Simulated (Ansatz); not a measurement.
# Convergence study of the plane-wave cutoff for CaMg (Pmm2, 4 atoms in the cell)

```
CaMg
1.0
    5.69089     0.00000     0.00000
    0.00000     3.90916     0.00000
    0.00000     0.00000     5.71262
Ca Mg
2 2
Cartesian
  4.26817   1.95458   4.30836
  1.42272   1.95458   1.45426
  4.26817   0.00000   1.38411
  1.42272   0.00000   4.32851
```

Computed with LDA (PW92), default PAW files made with PBE (plane waves; Ansatz, an electronic-structure program).

Base settings: basis.ecutwfc = 420 eV; kpoints.mp_grid.grid = 4 7 4; hamiltonian.xc = lda; hamiltonian.pseudopotentials = {kind: paw} (the program's default PAW files); scf.occupations.method = fermi_dirac; scf.occupations.width = 0.1 eV.

The second cell is the first with its lattice scaled by 0.98.

The mesh stays at the base's, so the ladder's end is converged at best in this setting alone.

The first pressure column holds Ansatz's estimate of the finite-basis (Pulay) stress, which hides part of the cutoff error; the other is without it.

Only quantities that move along the ladder and can be compared are tabulated.

The count of work is k-points × plane waves × bands × iterations; it is no time. 

The starting cell comes from a database of computed structures (which also holds hypothetical and non-ambient phases and stackings), without a prior relaxation at this level. Its lattice was rescaled by up to half a per cent. One atom was moved a little off its site on purpose.

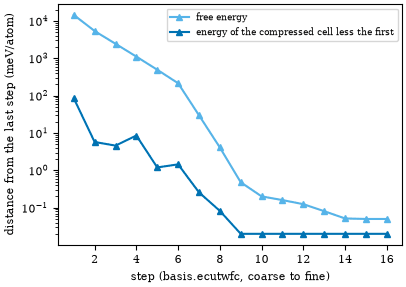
Figure. Distance from the last step along the ladder; very small values are drawn at a floor.

| basis.ecutwfc | free energy less the last step's (meV/atom) | energy of the compressed cell less the first (meV/atom) | pressure (GPa) | pressure without the Pulay estimate (GPa) | largest difference of a force vector from the last step's (eV/Å) | count of work / last |
|---|---|---|---|---|---|---|
| 145 eV | 14454.19 | 64.72 | -1.76 | -284.76 | 0.183 | 0.073 |
| 170 eV | 5369.33 | -26.11 | -2.75 | -122.48 | 0.009 | 0.081 |
| 190 eV | 2439.06 | -15.77 | -1.27 | -63.42 | 0.028 | 0.096 |
| 210 eV | 1107.98 | -28.92 | -2.21 | -33.44 | 0.015 | 0.11 |
| 230 eV | 493.15 | -19.17 | -2.35 | -17.86 | 0.007 | 0.11 |
| 250 eV | 214.55 | -18.92 | -2.31 | -9.91 | 0.002 | 0.12 |
| 295 eV | 29.78 | -20.11 | -2.36 | -3.72 | 0.000 | 0.16 |
| 335 eV | 4.10 | -20.29 | -2.37 | -2.60 | 0.000 | 0.19 |
| 380 eV | 0.48 | -20.37 | -2.37 | -2.40 | 0.000 | 0.23 |
| 420 eV | 0.20 | -20.36 | -2.37 | -2.38 | 0.000 | 0.27 |
| 460 eV | 0.16 | -20.36 | -2.37 | -2.37 | 0.000 | 0.31 |
| 505 eV | 0.12 | -20.36 | -2.37 | -2.37 | 0.000 | 0.36 |
| 565 eV | 0.08 | -20.37 | -2.37 | -2.37 | 0.000 | 0.42 |
| 630 eV | 0.05 | -20.37 | -2.37 | -2.37 | 0.000 | 0.49 |
| 735 eV | 0.03 | -20.37 | -2.37 | -2.37 | 0.000 | 0.63 |
| 840 eV | 0.01 | -20.37 | -2.37 | -2.37 | 0.000 | 0.77 |
| 1010 eV | 0.00 | -20.37 | -2.37 | -2.37 | 0.000 | 1.0 |

Coarsest basis.ecutwfc that holds the forces within 0.01 eV/Å of the last step, with all finer ones: 230 eV, at 0.11 of the last step's count of work; the step before is off by 0.015 eV/Å.

Coarsest basis.ecutwfc that holds the pressure without the Pulay estimate within 1 GPa of the last step, with all finer ones: 335 eV, at 0.19 of the last step's count of work; the step before is off by 1.4 GPa.

Coarsest basis.ecutwfc that holds the pressure within 1 GPa of the last step, with all finer ones: 210 eV, at 0.11 of the last step's count of work; the step before is off by 1.1 GPa.

The energy difference between the two cells stays within 1 meV/atom of the last step's from 295 eV on, the total only from 380 eV on: much of the error is common to both cells and cancels.

At the lowest cutoff the pressure without the Pulay estimate lies 282 GPa under the last step's, the usual sign of Pulay stress in an incomplete plane-wave basis.

Keys are those of Ansatz 0.2.
